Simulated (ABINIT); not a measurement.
# Quasiparticle gap of MgS (Niningerite) in ABINIT, part 2 of 2

How does a plane-wave GW calculation on MgS (Niningerite) run from the first input to the gap?

ABINIT 10.8.3; LDA and many-body steps on it, plane waves. Known limits of the many-body steps: not at the basis limit; coarse k mesh.

So far. Step 2 (Ground state): The gap is indirect, with the least direct gap 0.92 eV higher. Step 3 (Bands along the symmetry lines): The gap is 2.559 eV, as in the run before at this level.

### 4. Empty states on the mesh, 4×4×4 mesh, 54 bands

Level of this step: DFT, LDA, plane waves, norm-conserving pseudopotentials (ABINIT).

The sums over transitions need many empty states on a uniform mesh; this step solves for them.

File run.abi:

```
acell 3*1.0 Angstrom
rprim 
  0.000000000000 2.601650000000 2.601650000000
  2.601650000000 0.000000000000 2.601650000000
  2.601650000000 2.601650000000 0.000000000000
ntypat 2
znucl 12 16
natom 2
typat 1 2
xred 
  0.000000000000 0.000000000000 0.000000000000
  0.500000000000 0.500000000000 0.500000000000
pp_dirpath "pseudos"
pseudos "Mg.upf, S.upf"
ecut 38
ngkpt 4 4 4
nshiftk 1
shiftk 0 0 0
kptopt 1
chksymbreak 0
iscf -2
irdden 1
istwfk *1
nband 54
nbdbuf 4
tolwfr 1e-09
nstep 60
prtvol 0
indata_prefix "in"
outdata_prefix "out"
tmpdata_prefix "tmp"
```

Started as:

```bash
$ OMP_NUM_THREADS=1 mpirun -n 4 abinit run.abi > log
```

Numbers of over 12 decimals in the logs are rounded to 6 here.

The program printed:

```text
.Version 10.8.3 of ABINIT. v10.8.2 released Aug 2026.

 Symmetries : space group Fm -3 m (#225); Bravais cF (face-center cubic)
[... echo of the input left out ...]
== DATASET  1 ==================================================================
-   mpi_nproc: 4, omp_nthreads: 1 (-1 if OMP is not activated)

--- !DatasetInfo
iteration_state: {dtset: 1, }
dimensions: {natom: 2, nkpt: 8, mband: 54, nsppol: 1, nspinor: 1, nspden: 1, mpw: 2698, }
cutoff_energies: {ecut:  38.0, pawecutdg:  -1.0, }
electrons: {nelect:   1.60000000E+01, charge:   0.00000000E+00, occopt:   1.00000000E+00, tsmear:   1.00000000E-02, }

 Real(R)+Recip(G) space primitive vectors, cartesian coordinates (Bohr,Bohr^-1):
 R(1)=  0.0000000  4.9164060  4.9164060  G(1)= -0.1017003  0.1017003  0.1017003
 R(2)=  4.9164060  0.0000000  4.9164060  G(2)=  0.1017003 -0.1017003  0.1017003
 R(3)=  4.9164060  4.9164060  0.0000000  G(3)=  0.1017003  0.1017003 -0.1017003
 Unit cell volume ucvol=  2.3766937E+02 bohr^3
 Angles (23,13,12)=  6.00000000E+01  6.00000000E+01  6.00000000E+01 degrees

 getcut: wavevector=  0.0000  0.0000  0.0000  ngfft=  40  40  40
         ecut(hartree)=     38.000   => boxcut(ratio)=   2.07320

--- Pseudopotential description ------------------------------------------------
- Mg Generated using ONCVPSP code by D. R. Hamann
- 12.00000  10.00000  180309                  znucl, zion, pspdat
12 -1012 1 -1 1510                            pspcod,pspxc,lmax,lloc,mmax
     nproj     2     2     0
  pspatm : epsatm=    9.23542517
         --- l  ekb(1:nproj) -->
             0    2.239033   -0.828749
             1   -6.545315   -2.523783
 pspatm: atomic psp has been read  and splines computed

- S Generated using ONCVPSP code by D. R. Hamann
- 16.00000   6.00000  180309                  znucl, zion, pspdat
12 -1012 2 -1 1132                            pspcod,pspxc,lmax,lloc,mmax
     nproj     2     2     2
  pspatm : epsatm=    8.64647033
         --- l  ekb(1:nproj) -->
             0    6.829465    0.577472
[...]
pspatm: atomic psp has been read  and splines computed

--------------------------------------------------------------------------------

================================================================================
 prteigrs : about to open file out_EIG
 Non-SCF case, kpt    1 (  0.00000  0.00000  0.00000), residuals and eigenvalues=
  4.21E-10  9.54E-11  1.41E-10  5.90E-10  6.14E-11  1.35E-10  1.32E-10  3.99E-10
  1.17E-10  1.20E-10  1.81E-10  5.08E-10  1.95E-10  3.78E-10  2.71E-10  1.64E-10
  1.06E-10  6.91E-10  1.31E-10  1.65E-10  2.17E-10  4.36E-10  4.63E-10  9.95E-10
[...]
7.14E-10  4.73E-10  1.03E-09  4.89E-09  4.02E-05  8.17E-06
 -2.5704E+00 -1.3727E+00 -1.3727E+00 -1.3727E+00 -3.1333E-01  1.5155E-01
  1.5155E-01  1.5155E-01  2.7930E-01  4.3940E-01  4.3940E-01  4.3940E-01
[...]
2.0713E+00  2.1032E+00  2.1032E+00  2.1032E+00  2.1728E+00  2.1920E+00
 prteigrs : prtvol=0 or 1, do not print more k-points.

--- !ResultsGS
iteration_state: {dtset: 1, }
comment   : Summary of ground state results
lattice_vectors:
- [  0.0000000,   4.9164060,   4.9164060, ]
- [  4.9164060,   0.0000000,   4.9164060, ]
- [  4.9164060,   4.9164060,   0.0000000, ]
lattice_lengths: [   6.95285,    6.95285,    6.95285, ]
lattice_angles: [ 60.000,  60.000,  60.000, ] # degrees, (23, 13, 12)
lattice_volume:   2.3766937E+02
convergence: {deltae:  0.000E+00, res2:  0.000E+00, residm:  9.954E-10, diffor:  0.000E+00, }
etotal    :  -7.04486377E+01
entropy   :   0.00000000E+00
fermie    :   1.51554438E-01
cartesian_stress_tensor: null
pressure_GPa: null
xred      :
- [  0.0000E+00,   0.0000E+00,   0.0000E+00, Mg]
- [  5.0000E-01,   5.0000E-01,   5.0000E-01,  S]
cartesian_forces: null
force_length_stats: {min: null, max: null, mean: null, }

 Integrated electronic density in atomic spheres:
 ------------------------------------------------
 Atom  Sphere_radius  Integrated_density
[...]
================================================================================

 ----iterations are completed or convergence reached----

 Mean square residual over all n,k,spin=   37.058E-11; max=  99.543E-11
 reduced coordinates (array xred) for    2 atoms
       0.000000000000      0.000000000000      0.000000000000
       0.500000000000      0.500000000000      0.500000000000

 cartesian coordinates (angstrom) at end:
    1      0.000000     0.000000     0.000000
    2      2.601650     2.601650     2.601650
 length scales=  1.889726125908  1.889726125908  1.889726125908 bohr
              =  1.000000000000  1.000000000000  1.000000000000 angstroms
 prteigrs : about to open file out_EIG
 Eigenvalues (hartree) for nkpt=   8  k points:
 kpt#   1, nband= 54, wtk=  0.01563, kpt=  0.0000  0.0000  0.0000 (reduced coord)
[...]
1.66779    1.66779    1.66779    1.73049    1.88175    1.88175    1.88175    2.00131
   2.00131    2.00131    2.01180    2.01180    2.01180    2.06964    2.07126    2.07126
   2.07126    2.10322    2.10322    2.10322    2.17275    2.19204
 prteigrs : prtvol=0 or 1, do not print more k-points.

== END DATASET(S) ==============================================================
================================================================================

 -outvars: echo values of variables after computation  --------
            nband          54
             nkpt           8
          spgroup         225
 [... the other variables as echoed above ...]

 Calculation completed.
```

Elapsed: 11 s, on 4 MPI ranks of Intel Xeon Platinum 8259CL at 2.50GHz (Skylake/Cascade Lake), shared host; peak memory 0.3 GiB; 44 s of CPU time.

Numbers from this step:

- gap: 2.559 eV
- k of the valence top: 0, 0, 0
- k of the conduction bottom: 0.5, 0.5, 0
- least direct gap: 3.476 eV
- k points computed: 8
- lowest point of the top converged band, above the valence top: 53.1076 eV

On this mesh the gap is 2.559 eV.

### 5. Screening, 4×4×4 mesh, 50 bands, screening to 130.6 eV

The RPA dielectric matrix is built and inverted for each q.

This step: RPA screening on LDA, plane waves, norm-conserving pseudopotentials.

Changes to run.abi since step 4:

```diff
@@ -20,10 +20,11 @@
 chksymbreak 0
-iscf -2
-irdden 1
 istwfk *1
-nband 54
-nbdbuf 4
-tolwfr 1e-09
-nstep 60
-prtvol 0
+occopt 1
+irdwfk 1
+optdriver 3
+nband 50
+ecuteps 4.8
+inclvkb 2
+awtr 1
+symchi 1
 indata_prefix "in"
```

The program printed:

```text
.Version 10.8.3 of ABINIT. v10.8.2 released Aug 2026.

 Symmetries : space group Fm -3 m (#225); Bravais cF (face-center cubic)
[... echo of the input left out ...]
== DATASET  1 ==================================================================
-   mpi_nproc: 4, omp_nthreads: 1 (-1 if OMP is not activated)

--- !DatasetInfo
iteration_state: {dtset: 1, }
dimensions: {natom: 2, nkpt: 8, mband: 50, nsppol: 1, nspinor: 1, nspden: 1, mpw: 2698, }
cutoff_energies: {ecut:  38.0, pawecutdg:  -1.0, }
electrons: {nelect:   1.60000000E+01, charge:   0.00000000E+00, occopt:   1.00000000E+00, tsmear:   1.00000000E-02, }

 SCREENING: Calculation of the susceptibility and dielectric matrices

 Based on a program developped by R.W. Godby, V. Olevano, G. Onida, and L. Reining.
 Incorporated in ABINIT by V. Olevano, G.-M. Rignanese, and M. Torrent.
.Using double precision arithmetic ; gwpc =  8

[... cell and pseudopotentials left out ...]
--------------------------------------------------------------------------------

 ==== K-mesh for the wavefunctions ====
 Number of points in the irreducible wedge :     8
[... list of points left out ...]
 Together with 48 symmetry operations and time-reversal symmetry
 yields    64 points in the full Brillouin Zone.

 ==== Q-mesh for the screening function ====
 Number of points in the irreducible wedge :     8
[... list of points left out ...]
 Together with 48 symmetry operations and time-reversal symmetry
 yields    64 points in the full Brillouin Zone.

 setmesh: FFT mesh size selected  =    25x   25x   25
          total number of points  =        15625

 vcoul_init : cutoff-mode = AUXILIARY_FUNCTION
 q-points for optical limit:   1
     1)      0.000010    0.000020    0.000030

- screening: taking advantage of time-reversal symmetry
- Maximum band index for partially occupied states nbvw = 8
- Remaining bands to be divided among processors   nbcw = 42
- Number of bands treated by each node ~10

 Number of electrons calculated from density =   16.0000; Expected =   16.0000
 average of density, n =  0.067320
 r_s =    1.5249
 omega_plasma =   25.0282 [eV]

 calculating chi0 at frequencies [eV] :
  1    0.000000E+00    0.000000E+00
  2    0.000000E+00    2.502816E+01

--------------------------------------------------------------------------------
  q-point number  1        q = ( 0.000000, 0.000000, 0.000000) [r.l.u.]
--------------------------------------------------------------------------------
[... chi0 elements left out ...]
 For q-point:  0.000010 0.000020 0.000030
  dielectric constant =   6.5567
  dielectric constant without local fields =   7.5474

  Average fulfillment of the sum rule on Im[epsilon] for q-point    1 :     48.60  [%]
[... wings left out ...]
  q-point number  2        q = ( 0.250000, 0.000000, 0.000000) [r.l.u.]
--------------------------------------------------------------------------------
[... chi0 elements left out ...]
  Average fulfillment of the sum rule on Im[epsilon] for q-point    2 :     58.78  [%]

 [... 6 further q-points ...]
```

Run time: 7 s. Hardware: 4 MPI ranks; peak memory 0.5 GiB; 27 s of CPU time.

Numbers from this step:

```
ε∞ with local fields, on this mesh, along the program's q direction : 6.557
the same without local fields                                       : 7.547
plasma frequency                                                    : 25.03 eV
plane waves in the screening matrix                                 : 113
```

Local fields lower ε∞ by 13 %. On a Γ-centred mesh this coarse the value itself is usually too large, while a short band sum pulls it down.

### 6. Self-energy, 4×4×4 mesh, 50 bands, screening to 130.6 eV

The self-energy is evaluated for the states that the input lists, and the levels follow from it, in one-shot runs by the linearised quasiparticle equation.

This step: G0W0 on LDA, plane waves, norm-conserving pseudopotentials.

Changes to run.abi since step 5:

```diff
@@ -23,8 +23,17 @@
 irdwfk 1
-optdriver 3
+optdriver 4
 nband 50
+gwcalctyp 0
+ecutsigx 38
+symsigma 1
+nkptgw 2
+kptgw 
+  0.0000000000 0.0000000000 0.0000000000
+  0.5000000000 0.5000000000 0.0000000000
+bdgw 
+  6 12
+  7 10
 ecuteps 4.8
-inclvkb 2
-awtr 1
-symchi 1
+irdscr 1
+ppmodel 1
 indata_prefix "in"
```

The program printed:

```text
.Version 10.8.3 of ABINIT. v10.8.2 released Aug 2026.

 Symmetries : space group Fm -3 m (#225); Bravais cF (face-center cubic)
[... echo of the input left out ...]
== DATASET  1 ==================================================================
-   mpi_nproc: 4, omp_nthreads: 1 (-1 if OMP is not activated)

--- !DatasetInfo
iteration_state: {dtset: 1, }
dimensions: {natom: 2, nkpt: 8, mband: 50, nsppol: 1, nspinor: 1, nspden: 1, mpw: 2698, }
cutoff_energies: {ecut:  38.0, pawecutdg:  -1.0, }
electrons: {nelect:   1.60000000E+01, charge:   0.00000000E+00, occopt:   1.00000000E+00, tsmear:   1.00000000E-02, }

 SIGMA: Calculation of the GW corrections

 Based on a program developped by R.W. Godby, V. Olevano, G. Onida, and L. Reining.
 Incorporated in ABINIT by V. Olevano, G.-M. Rignanese, and M. Torrent.
.Using double precision arithmetic ; gwpc =  8

[... cell and pseudopotentials left out ...]
--------------------------------------------------------------------------------

 ==== K-mesh for the wavefunctions ====
 Number of points in the irreducible wedge :     8
[... list of points left out ...]
 Together with 48 symmetry operations and time-reversal symmetry
 yields    64 points in the full Brillouin Zone.

 ==== Q-mesh for screening function ====
 Number of points in the irreducible wedge :     8
[... list of points left out ...]
 Together with 48 symmetry operations and time-reversal symmetry
 yields    64 points in the full Brillouin Zone.

 vcoul_init : cutoff-mode = AUXILIARY_FUNCTION
 q-points for optical limit:   1
     1)      0.000010    0.000020    0.000030
 setmesh: FFT mesh size selected  =    40x   40x   40
          total number of points  =        64000

 Number of electrons calculated from density =   16.0000; Expected =   16.0000
 average of density, n =  0.067320
 r_s =    1.5249
 omega_plasma =   25.0282 [eV]

 === KS Band Gaps ===
  >>>> For spin  1
   Minimum direct gap =   3.4763 [eV], located at k-point      :   0.0000  0.0000  0.0000
   Fundamental gap    =   2.5588 [eV], Top of valence bands at :   0.0000  0.0000  0.0000
                                       Bottom of conduction at :   0.5000  0.5000  0.0000
 SIGMA fundamental parameters:
 PLASMON POLE MODEL  1
 number of plane-waves for SigmaX                 2685
 number of plane-waves for SigmaC and W            113
 number of plane-waves for wavefunctions          2685
 number of bands                                    50
 number of independent spin polarizations            1
 number of spinorial components                      1
 number of k-points in IBZ                           8
 number of q-points in IBZ                           8
 number of symmetry operations                      48
 number of k-points in BZ                           64
 number of q-points in BZ                           64
 number of frequencies for dSigma/dE                 9
 frequency step for dSigma/dE [eV]                0.25
 number of omega for Sigma on real axis              0
 max omega for Sigma on real axis  [eV]           0.00
 zcut for avoiding poles [eV]                     0.10

 EPSILON^-1 parameters (SCR file):
 dimension of the eps^-1 matrix on file            113
 dimension of the eps^-1 matrix used               113
 number of plane-waves for wavefunctions          2685
 number of bands                                    50
 number of q-points in IBZ                           8
 number of frequencies                               2
 number of real frequencies                          1
 number of imag frequencies                          1

 matrix elements of self-energy operator (all in [eV])

 Perturbative Calculation

--- !SelfEnergy_ee
iteration_state: {dtset: 1, }
kpoint     : [   0.000,    0.000,    0.000, ]
spin       : 1
KS_gap     :    3.476
QP_gap     :    5.110
Delta_QP_KS:    1.634
data: !SigmaeeData |
     Band     E0 <VxcDFT>   SigX SigC(E0)      Z dSigC/dE  Sig(E)    E-E0       E
        6   4.124 -13.284 -16.382   2.093   0.784  -0.276 -14.072  -0.787   3.337
        7   4.124 -13.284 -16.382   2.093   0.784  -0.276 -14.072  -0.787   3.337
        8   4.124 -13.284 -16.382   2.093   0.784  -0.276 -14.072  -0.787   3.337
        9   7.600 -11.356  -6.443  -3.867   0.809  -0.236 -10.510   0.846   8.447
       10  11.957  -9.766  -4.442  -4.160   0.812  -0.232  -8.821   0.945  12.902
       11  11.957  -9.766  -4.442  -4.160   0.812  -0.232  -8.821   0.945  12.902
       12  11.957  -9.766  -4.442  -4.160   0.812  -0.232  -8.821   0.945  12.902

--- !SelfEnergy_ee
iteration_state: {dtset: 1, }
kpoint     : [   0.500,    0.500,    0.000, ]
spin       : 1
KS_gap     :    4.261
QP_gap     :    6.069
Delta_QP_KS:    1.809
data: !SigmaeeData |
     Band     E0 <VxcDFT>   SigX SigC(E0)      Z dSigC/dE  Sig(E)    E-E0       E
        7   2.422 -12.459 -16.032   2.462   0.779  -0.284 -13.324  -0.865   1.557
        8   2.422 -12.459 -16.032   2.462   0.779  -0.284 -13.324  -0.865   1.557
        9   6.683 -10.852  -6.192  -3.505   0.817  -0.223  -9.908   0.944   7.627
       10   8.392  -8.957  -4.414  -3.657   0.821  -0.217  -8.229   0.728   9.119

== END DATASET(S) ==============================================================
================================================================================

 -outvars: echo values of variables after computation  --------
           etotal      0.0000000000E+00
            nband          50
             nkpt           8
          spgroup         225
 [... the other variables as echoed above ...]

 Calculation completed.
```

Wall time 4.7 s (4 MPI ranks); peak memory 0.63 GiB.

This step gave:

| Quantity | Value |
| --- | --- |
| G0W0 gap on the points computed | 4.290 eV |
| starting gap on the mesh | 2.559 eV |
| k of the valence top | 0, 0, 0 |
| k of the conduction bottom | 0.5, 0.5, 0 |
| Z at the valence top | 0.784 |
| Z at the conduction bottom | 0.817 |
| least direct G0W0 gap on the computed points | 5.110 eV |

The gap on the mesh goes from 2.56 eV to 4.29 eV, a correction of +1.73 eV.

Limits: finite bands, cutoff and mesh; coarse k mesh. v1 is the top filled band, c1 the lowest empty one. Levels before and after the correction, in eV, zero at the valence-band top of each column:

```tsv
	conduction bottom	valence top
Kohn-Sham	2.56	0.00
G0W0	4.29	0.00
```

```tsv
	level	energy (eV)
Kohn-Sham	Γ v3-v1	0.000
Kohn-Sham	Γ c1	3.476
Kohn-Sham	Γ c2-c4	7.833
Kohn-Sham	(0.5 0.5 0) v2-v1	-1.702
Kohn-Sham	(0.5 0.5 0) c1	2.559
Kohn-Sham	(0.5 0.5 0) c2	4.268
G0W0	Γ v3-v1	0.000
G0W0	Γ c1	5.110
G0W0	Γ c2-c4	9.565
G0W0	(0.5 0.5 0) v2-v1	-1.780
G0W0	(0.5 0.5 0) c1	4.290
G0W0	(0.5 0.5 0) c2	5.782
```

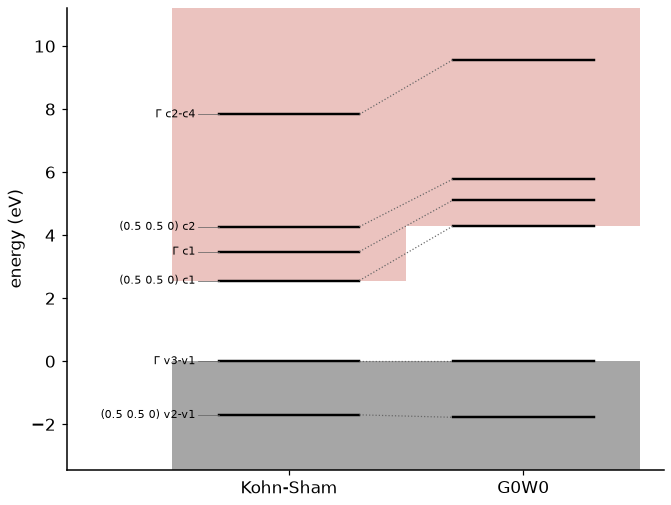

Levels before and after the correction. Shaded: valence and conduction bands.

### 7. Where the time went

Times are wall times on 4 MPI ranks of Intel Xeon Platinum 8259CL at 2.50GHz (Skylake/Cascade Lake), shared host, good to a factor of about two.

```tsv
step	time	share	memory (GiB)
ground state	9.5 s	21 %	0.32
bands along the symmetry lines	13 s	29 %	0.31
empty states on the mesh	11 s	25 %	0.3
screening	7 s	15 %	0.5
self-energy	4.7 s	10 %	0.63
```

### 8. Outcome

```json
{"LDA gap": "2.56 eV, indirect", "G0W0 gap on the mesh": "4.29 eV", "GW settings": "4×4×4 mesh, 50 bands, screening to 130.6 eV, Godby-Needs plasmon pole", "known limits": "not at the basis limit; coarse k mesh"}
```

What this shows: G0W0 moves the gap on the mesh from 2.56 eV to 4.29 eV (+1.73 eV), with Z of 0.78 and 0.82 at the edges. Local fields lower the RPA ε∞ on this mesh from 7.55 to 6.56; a Γ-centred mesh this coarse tends to raise both, most where the direct gap is narrow, while a short band sum lowers them. Only 2 of the mesh's irreducible points were corrected, so a valley elsewhere could overtake. Bands and cutoff are finite, so the gap is not at the basis limit. The miss can reach some tenths of an eV and take either sign; the mesh is an error of its own. In the G0W0 run levels were corrected at 2 k points alone, so a gap called «on the mesh» is the least over those, and an edge elsewhere would be missed. The 4×4×4 mesh is coarse for this cell, which bears on the long-range parts of exchange and screening.

[Paths, hosts, dates, memory and timing lines, banners, echoed tables and standing remarks are left out of the program output.]

[Logs are printed without paths, hosts, clocks, repeated set-up lines and the standing remarks that a program may print on its own settings, such as how far it seeks lower states.]

[Runs of the session that timed out or met a known fault of the program may be left out.]

[Hosts, paths, dates, database ids (printed as entryN), source tags and the programs' standing remarks are cut or masked in the printed files.]

[G0W0 gaps are taken among the corrected bands and points alone; a level outside them can change the order at an edge.]

[Where Ansatz stands beside ABINIT at settings called matched, ABINIT's density can come from a denser mesh and the files from another edition; pairs whose starting gaps differed by over 0.03 eV were left out, so agreement reads better than it is.]
